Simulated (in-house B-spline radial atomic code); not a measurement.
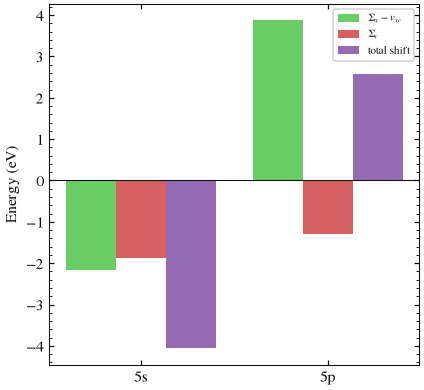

Parts of the G₀W₀ correction to each level for In⁺ ([Kr] 4d¹⁰ 5s²). All-electron spherical atom, scalar X2C, r2SCAN start, no spin-orbit coupling, Breit or QED terms; computed with a B-spline radial code. The quasi-particle equation is solved at full frequency; levels of low quasi-particle weight Z are left out.

### Give the quasi-particle levels and their parts.

G₀W₀ moves the highest occupied level, 5s, from −15.11 to −19.17 eV (renormalisation factor Z = 0.93); the measured removal energy is 18.87 eV, so the error is +0.30 eV. The empty level 5p goes from −8.08 to −5.50 eV.

| Level | Mean field (eV) | Σx − vxc (eV) | Σc (eV) | Z | G₀W₀ (eV) |
| --- | --- | --- | --- | --- | --- |
| 5s | −15.11 | −2.17 | −1.89 | 0.93 | −19.17 |
| 5p | −8.08 | 3.87 | −1.29 | 0.94 | −5.50 |
